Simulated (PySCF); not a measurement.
# C₅H₁₄AlAs: geometry, NMR shifts and electronic excitations

Aim: predict the NMR shifts and electronic excitations of C₅H₁₄AlAs (`C=CC[As@H+]([AlH3-])CC`).

Computed with PySCF 2.14.0, with density-fitted response routines of our own, on a single molecule in the gas phase. Atoms are numbered from 0 throughout.

### Step 1. The molecule as given

21 atoms, charge 0, multiplicity 1; geometry from: GFN2-xTB.

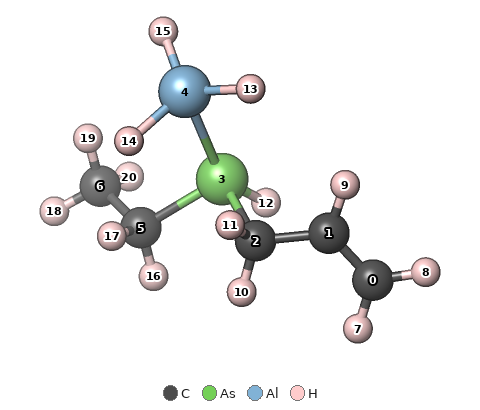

The starting geometry (carbon dark grey, arsenic green, aluminium light blue, hydrogen pink), atoms numbered.

### Step 2. Optimising the geometry at PBE0-D3(BJ)/def2-SVP

Job settings and geometry (Å):

```
{"job": {"xc": "PBE0", "basis": "def2-SVP", "d3": "d3bj", "grid": 1, "kind": "geom"}, "charge": 0, "multiplicity": 1}
C     -3.452548    -0.842739     0.601940
C     -2.549097     0.091795     0.362562
C     -1.309130    -0.114838    -0.434607
As     0.282971     0.097808     0.709028
Al     0.672226     2.531629    -0.036190
C      1.559614    -0.997891    -0.320315
C      2.955666    -0.883711     0.284601
H     -3.356496    -1.840810     0.203121
H     -4.328509    -0.650068     1.197553
H     -2.668926     1.090886     0.770857
H     -1.306871    -1.091316    -0.929412
H     -1.214536     0.674816    -1.195677
H     -0.078305    -0.938822     1.739390
H     -0.792753     3.063536     0.161769
H      1.044204     2.014336    -1.483785
H      1.834253     3.002511     0.901994
H      1.230086    -2.040997    -0.355260
H      1.564939    -0.607780    -1.343435
H      3.684859    -1.454564    -0.289337
H      3.261831     0.164335     0.296608
H      2.957601    -1.251171     1.312827
```

Standard output:

```text
step   0  E = -2676.09599361  max force = 0.021867
step   1  E = -2676.10351206  max force = 0.013417
step   2  E = -2676.10517978  max force = 0.008363
step   3  E = -2676.10673806  max force = 0.004525
step   4  E = -2676.10690874  max force = 0.008001
step   5  E = -2676.10758693  max force = 0.002089
step   6  E = -2676.10785018  max force = 0.000852
step   7  E = -2676.10803561  max force = 0.001748
step   8  E = -2676.10814329  max force = 0.000871
step   9  E = -2676.10819070  max force = 0.000356
step  10  E = -2676.10821740  max force = 0.000470
step  11  E = -2676.10824009  max force = 0.000547
step  12  E = -2676.10826892  max force = 0.000508
step  13  E = -2676.10828812  max force = 0.000413
step  14  E = -2676.10829767  max force = 0.000270
optimisation converged
```

It took 5.5 min on 1 thread, shared host.

The steps of the relaxation:

```tsv
step	energy from step 0 (eV)	largest force component (eV/Å)
0	0.0000	1.1244
1	-0.2046	0.6899
2	-0.2500	0.4300
3	-0.2924	0.2327
4	-0.2970	0.4114
5	-0.3155	0.1074
6	-0.3226	0.0438
7	-0.3277	0.0899
8	-0.3306	0.0448
9	-0.3319	0.0183
10	-0.3326	0.0242
11	-0.3332	0.0281
12	-0.3340	0.0261
13	-0.3346	0.0212
14	-0.3348	0.0139
```

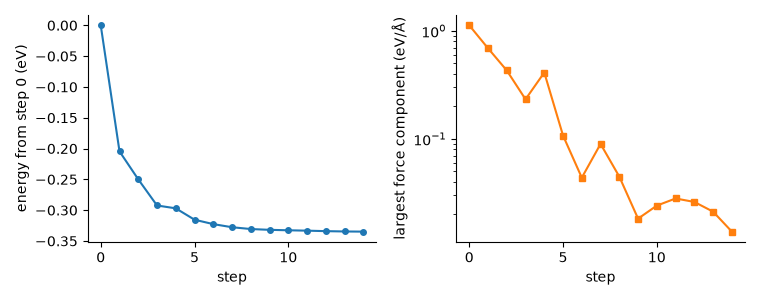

Energy and largest force along the relaxation.

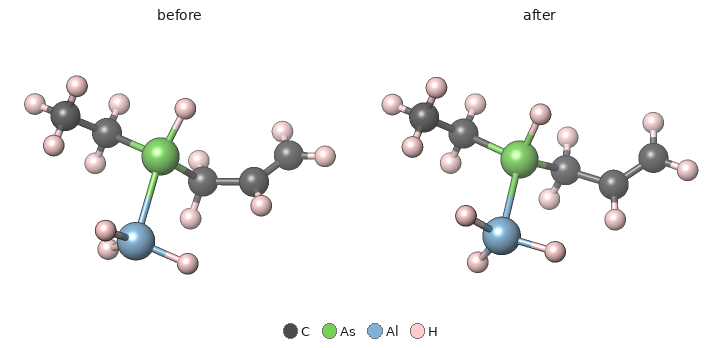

Before and after, at one scale.

Distances of close pairs at the start and the end, largest changes first:

```tsv
bond	before (Å)	after (Å)	change (Å)
Al4–H15	1.566	1.602	+0.037
Al4–H13	1.571	1.604	+0.032
Al4–H14	1.582	1.612	+0.031
As3–C5	1.972	1.952	-0.020
C0–H7	1.079	1.095	+0.016
C0–H8	1.077	1.093	+0.016
C0–C1	1.322	1.334	+0.013
C6–H18	1.089	1.101	+0.011
```

The end geometry stands in the next job.

```tsv
at the end point	value
point group (found at 0.08 Å tolerance)	C1
rotational constants (GHz, main isotopes)	1.863, 0.951, 0.684
dipole moment (D)	5.19
```

### Step 3. Nuclear shieldings: PBE0/pcSseg-1

Job settings and geometry (Å):

```
{"job": {"kind": "nmr", "xc": "PBE0", "basis": "pcSseg-1"}, "charge": 0, "multiplicity": 1}
C     -3.527713    -0.650219     0.718968
C     -2.597250     0.062706     0.081239
C     -1.374469    -0.514378    -0.546945
As     0.245961     0.061465     0.399924
Al     0.636886     2.596705     0.286549
C      1.648701    -0.988417    -0.461539
C      2.998378    -0.814573     0.216475
H     -3.456989    -1.739502     0.807434
H     -4.398514    -0.169234     1.170757
H     -2.702003     1.152841     0.020787
H     -1.399304    -1.614357    -0.566762
H     -1.241238    -0.147701    -1.578197
H      0.073157    -0.689061     1.703230
H     -0.769099     3.133847     0.839743
H      0.828988     2.557217    -1.313680
H      1.951948     2.769146     1.185882
H      1.330400    -2.042366    -0.481241
H      1.678570    -0.631206    -1.503300
H      3.775847    -1.380704    -0.318941
H      3.306913     0.241806     0.237138
H      2.981738    -1.177233     1.255924
```

Method: GIAO PBE0/pcSseg-1 NMR shielding, non-relativistic, gas phase.

Standard output:

```text
coarse grid: 74192 points
cycle   1  E = -2676.2517708125  dE = -5.898e-01  |g| = 8.045e-01  |ddm| = 3.994e+00
cycle   2  E = -2676.2467804155  dE =  4.990e-03  |g| = 7.141e-01  |ddm| = 9.013e-01
cycle   3  E = -2676.3113523294  dE = -6.457e-02  |g| = 1.135e-01  |ddm| = 5.976e-01
cycle   4  E = -2676.3136054276  dE = -2.253e-03  |g| = 3.647e-02  |ddm| = 1.385e-01
cycle   5  E = -2676.3139534226  dE = -3.480e-04  |g| = 1.030e-02  |ddm| = 3.912e-02
cycle   6  E = -2676.3139794730  dE = -2.605e-05  |g| = 2.776e-03  |ddm| = 1.073e-02
cycle   7  E = -2676.3139814212  dE = -1.948e-06  |g| = 7.320e-04  |ddm| = 2.913e-03
final grid: 156216 points
cycle   8  E = -2676.3139613977  dE =  2.811e-08  |g| = 9.519e-04  |ddm| = 2.510e-03
cycle   9  E = -2676.3139611464  dE =  2.513e-07  |g| = 1.357e-03  |ddm| = 2.037e-03
cycle  10  E = -2676.3139616297  dE = -4.834e-07  |g| = 1.698e-04  |ddm| = 1.223e-03
cycle  11  E = -2676.3139616369  dE = -7.134e-09  |g| = 2.095e-05  |ddm| = 1.366e-04
cycle  12  E = -2676.3139616370  dE = -9.277e-11  |g| = 5.116e-06  |ddm| = 2.245e-05
converged SCF energy = -2676.3139616370

GIAO shielding tensors (ppm)
atom      isotropic    diamagn.    paramagn.     s11        s22        s33       span
  0 C       58.612     253.366    -194.754    -56.471     78.966    153.339    209.810
  1 C       43.146     256.963    -213.817    -80.216     50.186    159.468    239.683
  2 C      152.977     252.758     -99.782    129.298    153.779    175.853     46.555
  3 As    1410.618    2883.342   -1472.724   1320.632   1420.733   1490.489    169.857
  4 Al     459.046     795.468    -336.422    440.937    465.721    470.479     29.542
  5 C      164.596     253.192     -88.596    147.938    167.857    177.994     30.055
  6 C      172.574     245.717     -73.143    164.583    166.818    186.322     21.739
  7 H       25.816      30.795      -4.979     21.885     24.931     30.631      8.746
  8 H       25.844      27.415      -1.571     22.729     24.548     30.255      7.527
  9 H       24.943      31.307      -6.364     22.015     23.544     29.271      7.256
 10 H       28.793      34.237      -5.444     23.811     27.788     34.780     10.969
 11 H       28.908      33.118      -4.210     24.379     27.819     34.525     10.146
 12 H       27.448      34.127      -6.680     20.929     23.651     37.763     16.833
 13 H       27.380      29.626      -2.246     23.552     26.712     31.875      8.324
 14 H       27.439      30.101      -2.662     24.133     26.564     31.619      7.486
 15 H       27.404      29.301      -1.897     23.797     26.448     31.966      8.170
 16 H       29.472      33.119      -3.646     23.330     28.916     36.170     12.839
 17 H       29.790      33.387      -3.597     24.596     28.921     35.853     11.256
 18 H       29.805      26.513       3.292     24.612     26.495     38.308     13.695
 19 H       29.766      29.335       0.431     23.957     29.640     35.700     11.743
 20 H       30.336      29.475       0.861     25.465     28.645     36.897     11.432
```

It took 51 s on 1 thread, shared host.

Shifts follow as δ = σ(reference) − σ, with reference shieldings (ppm) from runs at the same level and on the same kind of geometry: ¹H TMS 31.27, ¹³C TMS 184.4, ²⁷Al AlH4- 489.3, ⁷⁵As AsH3 1910. The references are single molecules in the gas phase. Shifts against hydride references such as AlH4− lie on their own scale. Atoms listed in one row are averaged.

```tsv
atoms	environment	σ (ppm)	δ (ppm)
C1	alkene CH	43.1	141.3
C0	terminal =CH2 carbon	58.6	125.8
C2	allylic sp3 CH2 bonded to As	153.0	31.4
C5	sp3 CH2 bonded to As	164.6	19.8
C6	methyl carbon	172.6	11.8
H9	hydrogen on an alkene CH	24.94	6.32
H7	hydrogen on a terminal =CH2 carbon	25.82	5.45
H8	hydrogen on a terminal =CH2 carbon	25.84	5.42
H13, H14, H15	hydrogen on an aluminium bonded to As	27.41	3.86
H12	hydrogen on an arsenic bonded to 2 C, Al	27.45	3.82
H10	hydrogen on an allylic sp3 CH2 bonded to As	28.79	2.47
H11	hydrogen on an allylic sp3 CH2 bonded to As	28.91	2.36
H16	hydrogen on an sp3 CH2 bonded to As	29.47	1.79
H17	hydrogen on an sp3 CH2 bonded to As	29.79	1.48
H18, H19, H20	hydrogen on a methyl carbon	29.97	1.30
As3	arsenic bonded to 2 C, Al, H	1411	500
Al4	aluminium bonded to As, 3 H	459.0	30.2
```

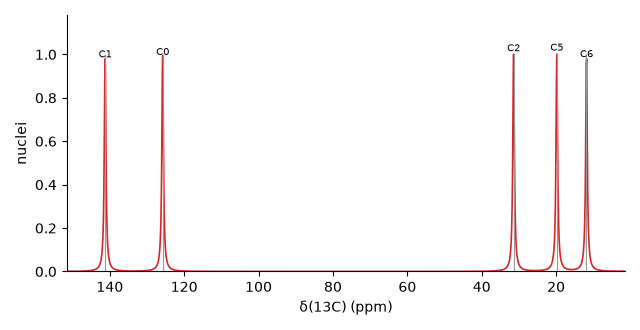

¹³C lines at the computed shifts, without couplings. Lines are broadened to a width of 0.52 ppm (Lorentzian).

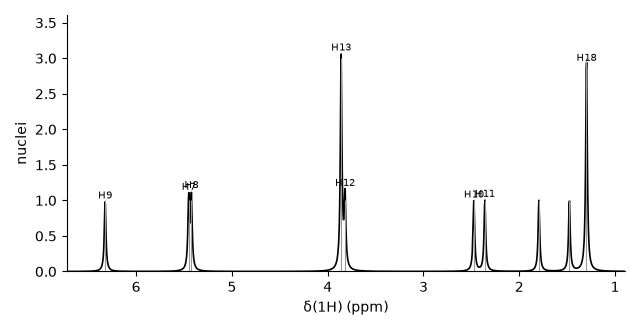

¹H lines at the computed shifts, without couplings. Lines are broadened to a width of 0.02 ppm (Lorentzian).

Charges from the same density, by scheme (e):

```tsv
atoms	Mulliken	IAO	Hirshfeld	ESP fit
C0	-0.16	-0.31	-0.10	-0.49
C1	-0.22	-0.13	-0.04	-0.07
C2	-0.33	-0.43	-0.10	-0.15
As3	0.01	0.61	0.32	0.05
Al4	0.64	0.23	0.23	0.59
C5	-0.41	-0.43	-0.10	0.02
C6	-0.28	-0.41	-0.11	-0.30
```

IAO charges:

C0 -0.31; C1 -0.13; C2 -0.43; As3 0.61; Al4 0.23; C5 -0.43; C6 -0.41; H7 0.14; H8 0.16; H9 0.16; H10 0.15; H11 0.17; H12 -0.03; H13 -0.20; H14 -0.21; H15 -0.20; H16 0.15; H17 0.16; H18 0.15; H19 0.15; H20 0.14

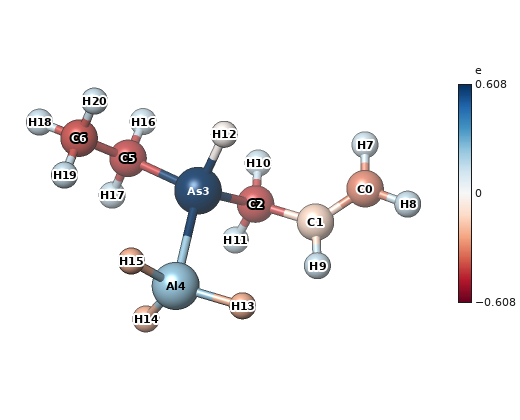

IAO charges, as colours on the atoms.

Mayer bond orders: C0–C1 1.97, C1–C2 1.03, C2–As3 0.99, As3–Al4 0.35, As3–C5 1.00, C5–C6 1.04.

### Step 4. Excited states and response: PBE0/def2-SVPD

The job, as its differences from that of step 3:

```diff
@@ -1,2 +1,2 @@
-{"job": {"kind": "nmr", "xc": "PBE0", "basis": "pcSseg-1"}, "charge": 0, "multiplicity": 1}
+{"job": {"kind": "uv", "xc": "PBE0", "basis": "def2-SVPD", "ip": true}, "charge": 0, "multiplicity": 1}
 C     -3.527713    -0.650219     0.718968
```

Level: TDDFT PBE0/def2-SVPD, vertical, gas phase, core orbitals frozen in the response.

Standard output:

```text
coarse grid: 74192 points
cycle   1  E = -2676.0590156186  dE = -5.493e-01  |g| = 4.175e-01  |ddm| = 6.145e+00
cycle   2  E = -2676.0610419137  dE = -2.026e-03  |g| = 4.335e-01  |ddm| = 1.425e+00
cycle   3  E = -2676.1028645503  dE = -4.182e-02  |g| = 4.476e-02  |ddm| = 7.400e-01
cycle   4  E = -2676.1032740499  dE = -4.095e-04  |g| = 2.642e-02  |ddm| = 1.232e-01
cycle   5  E = -2676.1034615983  dE = -1.875e-04  |g| = 7.529e-03  |ddm| = 5.071e-02
cycle   6  E = -2676.1034760689  dE = -1.447e-05  |g| = 2.445e-03  |ddm| = 1.411e-02
cycle   7  E = -2676.1034776720  dE = -1.603e-06  |g| = 4.249e-04  |ddm| = 4.501e-03
final grid: 156216 points
cycle   8  E = -2676.1034356655  dE = -1.391e-07  |g| = 5.270e-04  |ddm| = 1.334e-02
cycle   9  E = -2676.1034355991  dE =  6.645e-08  |g| = 7.197e-04  |ddm| = 2.245e-03
cycle  10  E = -2676.1034357378  dE = -1.387e-07  |g| = 9.420e-05  |ddm| = 1.206e-03
cycle  11  E = -2676.1034357400  dE = -2.205e-09  |g| = 1.702e-05  |ddm| = 1.453e-04
cycle  12  E = -2676.1034357401  dE = -6.776e-11  |g| = 7.211e-06  |ddm| = 4.446e-05
converged SCF energy = -2676.1034357401

Static polarisability (au): isotropic 132.116, principal 106.063 132.383 157.902

Singlet excitations
state   eV       nm        f      main configurations
  1   6.1968    200.1   0.00409   H-1->L 0.63, H->L 0.23, H-2->L 0.09
  2   6.2637    197.9   0.06197   H->L 0.38, H-2->L 0.27, H-3->L 0.11
  3   6.2871    197.2   0.00952   H-2->L 0.38, H-1->L 0.25, H->L 0.18
  4   6.3919    194.0   0.00490   H->L+1 0.69
  5   6.4060    193.5   0.02457   H-1->L+1 0.55, H-2->L+2 0.21
  6   6.4770    191.4   0.00067   H-1->L+2 0.76, H-2->L+2 0.10
  7   6.5131    190.4   0.00119   H->L+2 0.46, H-3->L 0.19, H-2->L+1 0.18
  8   6.5597    189.0   0.04139   H-2->L+1 0.57, H->L+2 0.21
  9   6.6877    185.4   0.07908   H-2->L+2 0.36, H->L+2 0.17, H-1->L+1 0.15
 10   6.7846    182.7   0.24011   H-3->L+2 0.30, H-3->L 0.27, H-3->L+1 0.11

Triplet excitations (Tamm-Dancoff, eV): 4.1831 5.7199 5.8403 5.9730
Vertical ionisation energy (delta-SCF) = 9.1797 eV
```

Wall time 8.9 min (1 thread, shared host).

The orbitals next to the gap, with their largest atomic shares:

```tsv
orbital	eV	atoms
HOMO−3	-8.01	As3 24 %, Al4 14 %, C1 12 %
HOMO−2	-7.63	Al4 17 %, As3 16 %, C0 16 %
HOMO−1	-7.56	Al4 37 %, H14 31 %, H13 24 %
HOMO	-7.54	H15 30 %, Al4 28 %, C0 9 %
LUMO	-0.46	C0 27 %, C1 25 %, As3 14 %
LUMO+1	-0.11	As3 23 %, H12 16 %, Al4 10 %
LUMO+2	-0.02	As3 25 %, C2 11 %, H12 10 %
```

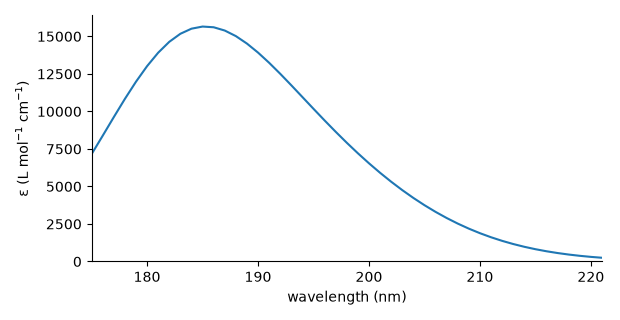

Absorption spectrum: each of the 10 states is a Gaussian band of 0.4 eV half-width at 1/e. Beyond the last state computed it falls off for lack of states.

Further results of this job:

```tsv
property	computed
dipole moment (D)	5.05
polarisability (Å³)	19.58
HOMO–LUMO gap (eV)	7.08
−ε(HOMO) (eV)	7.54
```

### Step 5. Nuclear shieldings: KT2/pcSseg-1

The job, as its differences from that of step 4:

```diff
@@ -1,2 +1,2 @@
-{"job": {"kind": "uv", "xc": "PBE0", "basis": "def2-SVPD", "ip": true}, "charge": 0, "multiplicity": 1}
+{"job": {"kind": "nmr", "xc": "KT2", "basis": "pcSseg-1", "pop": false}, "charge": 0, "multiplicity": 1}
 C     -3.527713    -0.650219     0.718968
```

With the program's defaults for keys left out, this is: GIAO KT2/pcSseg-1 NMR shielding, non-relativistic, gas phase.

Standard output:

```text
coarse grid: 74192 points
cycle   1  E = -2691.5385131698  dE = -6.289e-01  |g| = 6.975e-01  |ddm| = 4.006e+00
cycle   2  E = -2691.4518732732  dE =  8.664e-02  |g| = 8.498e-01  |ddm| = 1.299e+00
cycle   3  E = -2691.6273247320  dE = -1.755e-01  |g| = 1.485e-01  |ddm| = 9.225e-01
cycle   4  E = -2691.6325331951  dE = -5.208e-03  |g| = 6.267e-02  |ddm| = 2.500e-01
cycle   5  E = -2691.6336244235  dE = -1.091e-03  |g| = 1.861e-02  |ddm| = 7.973e-02
cycle   6  E = -2691.6337061265  dE = -8.170e-05  |g| = 8.552e-03  |ddm| = 2.428e-02
cycle   7  E = -2691.6337262355  dE = -2.011e-05  |g| = 1.493e-03  |ddm| = 8.431e-03
cycle   8  E = -2691.6337268484  dE = -6.129e-07  |g| = 5.336e-04  |ddm| = 2.152e-03
final grid: 156216 points
cycle   9  E = -2691.6336898048  dE =  7.854e-08  |g| = 9.356e-04  |ddm| = 2.963e-03
cycle  10  E = -2691.6336891548  dE =  6.499e-07  |g| = 1.782e-03  |ddm| = 2.949e-03
cycle  11  E = -2691.6336900422  dE = -8.874e-07  |g| = 1.900e-04  |ddm| = 1.898e-03
cycle  12  E = -2691.6336900521  dE = -9.847e-09  |g| = 3.788e-05  |ddm| = 1.836e-04
cycle  13  E = -2691.6336900525  dE = -4.225e-10  |g| = 9.666e-06  |ddm| = 5.197e-05
converged SCF energy = -2691.6336900525

GIAO shielding tensors (ppm)
atom      isotropic    diamagn.    paramagn.     s11        s22        s33       span
  0 C       67.431     253.341    -185.909    -33.750     85.515    150.530    184.280
  1 C       51.412     257.219    -205.807    -56.946     56.243    154.939    211.886
  2 C      149.584     254.271    -104.687    125.086    151.055    172.611     47.525
  3 As    1404.125    2887.529   -1483.404   1320.884   1406.848   1484.642    163.758
  4 Al     464.499     798.821    -334.322    450.873    466.046    476.578     25.705
  5 C      160.814     254.393     -93.579    143.277    164.247    174.918     31.641
  6 C      170.176     246.616     -76.439    161.430    163.871    185.227     23.797
  7 H       25.935      31.085      -5.150     22.406     25.105     30.294      7.888
  8 H       25.998      27.288      -1.290     23.000     24.628     30.366      7.366
  9 H       25.001      31.592      -6.592     22.044     23.945     29.014      6.970
 10 H       28.633      34.394      -5.761     23.881     27.607     34.411     10.530
 11 H       28.705      33.237      -4.532     24.305     27.828     33.981      9.676
 12 H       27.313      34.278      -6.966     21.043     23.567     37.328     16.285
 13 H       27.188      29.745      -2.557     23.419     26.536     31.609      8.190
 14 H       27.256      30.240      -2.984     23.970     26.385     31.414      7.444
 15 H       27.220      29.412      -2.192     23.660     26.274     31.725      8.065
 16 H       29.214      33.226      -4.012     23.312     28.702     35.627     12.315
 17 H       29.633      33.607      -3.974     24.652     28.925     35.322     10.669
 18 H       29.685      26.254       3.431     24.690     26.493     37.871     13.181
 19 H       29.654      29.697      -0.043     24.074     29.632     35.256     11.182
 20 H       30.232      29.751       0.480     25.591     28.589     36.515     10.925
```

Wall time 69 s (1 thread, shared host).

Key values: δ C1 131.8, C0 115.8, C2 33.6, C5 22.4, H9 6.18, H7 5.24 ppm.

### Step 6. Side by side: NMR shifts

Shifts (ppm) of some atoms, chosen among heavy atoms and hydrogens apart, with basis size and wall time:

```tsv
run	C1	C0	C5	H7	H8	As3	Al4	functions	time
PBE0/pcSseg-1	141.3	125.8	19.8	5.45	5.42	500	30.2	220	51 s
KT2/pcSseg-1	131.8	115.8	22.4	5.24	5.18	516	33.2	220	69 s
```

### Step 7. Results

```
                                                              quantity                                                           value
                                                           point group                                                              C1
                                  rotational constants (main isotopes)                                            1.86, 0.95, 0.68 GHz
                                ¹³C shifts against TMS (PBE0/pcSseg-1)                              141.3, 125.8, 31.4, 19.8, 11.8 ppm
¹H shifts against TMS (PBE0/pcSseg-1, means over atoms taken as alike)  6.32, 5.45, 5.42, 3.86, 3.82, 2.47, 2.36, 1.79, 1.48, 1.30 ppm
                              ⁷⁵As shifts against AsH3 (PBE0/pcSseg-1)                                                         500 ppm
                             ²⁷Al shifts against AlH4- (PBE0/pcSseg-1)                                                        30.2 ppm
                                       lowest singlet (PBE0/def2-SVPD)                                     6.20 eV (200 nm), f = 0.004
                              brightest single state of those computed                                    state 10, 6.78 eV, f = 0.240
                                                        lowest triplet                                                         4.18 eV
                                     vertical ionisation energy (ΔSCF)                                                         9.18 eV
                                             range of the shift of As3                                                  500 to 516 ppm
```

**Reading.** Relaxing lowered the energy by 0.335 eV in 14 steps; the close pair that moved most is Al4–H15, from 1.566 to 1.602 Å. No frequency check was run at this level, so the end point may be a saddle. C1 (alkene CH) lies farthest downfield among carbon, at 141.3 ppm; an sp2 carbon of a C=C bond. The most deshielded hydrogen is H9 (hydrogen on an alkene CH), at 6.32 ppm: olefinic region. At PBE0/pcSseg-1: Shielding is most anisotropic at C1 (span 240 ppm, paramagnetic term -214 ppm). The first singlet state (HOMO−1→LUMO 0.63, HOMO→LUMO 0.23) lies at 6.20 eV and is weak; of the 10 states computed, the strongest absorption comes from state 10 at 6.78 eV (the last computed, so partners may be missing). The lowest triplet lies 2.01 eV below the lowest singlet (triplets in Tamm-Dancoff, singlets in full TDDFT). The orbital energy would give 7.54 eV for ionisation, ΔSCF gives 9.18 eV. In ppm, As3 moves most: its shift spreads over 16 ppm, from 500 (PBE0/pcSseg-1) to 516 (KT2/pcSseg-1). Part of that comes from the computed reference. Spin-orbit coupling is left out, which matters for shieldings and couplings at and beside the heavy atoms.
